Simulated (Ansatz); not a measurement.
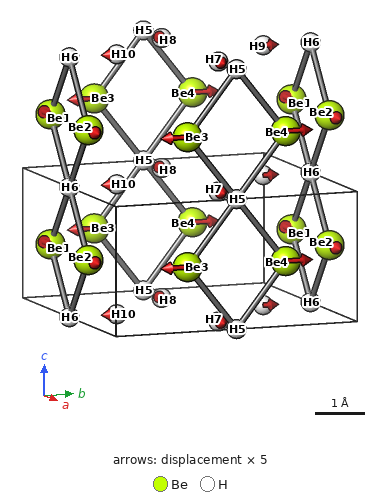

This is a relaxation of a crystal of Be2H3 (a generated structure, set up in P4/mmm). The starting structure is drawn; red arrows show the displacements (the part carried along by the change of the cell is left out), magnified 5 times.

Style: ball-and-stick. Shown: the cell of the calculation, repeated 1 × 1 × 2 with one cell outlined, slightly off an axis.

Theory: Ansatz, DFT PBE, scalar-relativistic, plane waves, PAW.

Input
```yaml
crystal:
  lattice:
    - [5.3353867837, 0.0, 0.0]
    - [0.0, 5.3353867837, 0.0]
    - [0.0, 0.0, 2.7170100053]
  atoms:
    - { symbol: Be, position: [0.2965651359, 0.0, 0.5] }
    - { symbol: Be, position: [0.7034348641, 0.0, 0.5] }
    - { symbol: Be, position: [0.0, 0.2965651359, 0.5] }
    - { symbol: Be, position: [0.0, 0.7034348641, 0.5] }
    - { symbol: H, position: [0.0, 0.5, 0.0] }
    - { symbol: H, position: [0.5, 0.0, 0.0] }
    - { symbol: H, position: [0.8038166863, 0.5, 0.0] }
    - { symbol: H, position: [0.1961833137, 0.5, 0.0] }
    - { symbol: H, position: [0.5, 0.8038166863, 0.0] }
    - { symbol: H, position: [0.5, 0.1961833137, 0.0] }
basis:
  ecutwfc: 420
kpoints:
  mp_grid: { grid: [8, 8, 14] }
hamiltonian:
  xc: pbe
scf:
  occupations: { method: gaussian, width: 0.1 }
output:
  forces: true
  stress: true
  eigenvalues: true
  write_density: true
  write_potential: true
  elf: true
  volumetric_format: npy
relax:
  adjacent_minimum: "off"
  f_tol: 0.01
  max_steps: 80
  cell: { stress_tol: 0.05 }
```

Launched with:
```bash
ansatz run input.yaml --threads 1 --pin off --max-ram 2560MiB --backend cpu --events-out ev --progress --plain --runs-dir out
```

> Atoms of which element are displaced furthest, and by how much?

Beryllium: up to 0.12 Å, against 0.07 Å for hydrogen.

> Describe the change and its energy.

The largest moves relative to the cell, 0.12 Å, are those of Be1, Be2, Be3 and Be4. Be1 goes along −a. Largest moves by element: Be 0.12 Å, H 0.07 Å. The drawn cell changes as follows: a = b 5.335 → 5.772 Å (+8.2 %), c 2.717 → 2.316 Å (−14.8 %); the volume changes by −0.2 %. The space group stays P4/mmm (No. 123). After 10 accepted moves (12 points after the start) the energy has fallen by 24.4 meV per atom. The largest force component goes from 0.3 to 0.00016 eV/Å. Pressure: −0.05 GPa at the start and 0.00 GPa at the end. At 2 points the geometry stayed and the basis and grid were re-selected for the new cell (energy shift of 0.7 meV per atom at most each time).
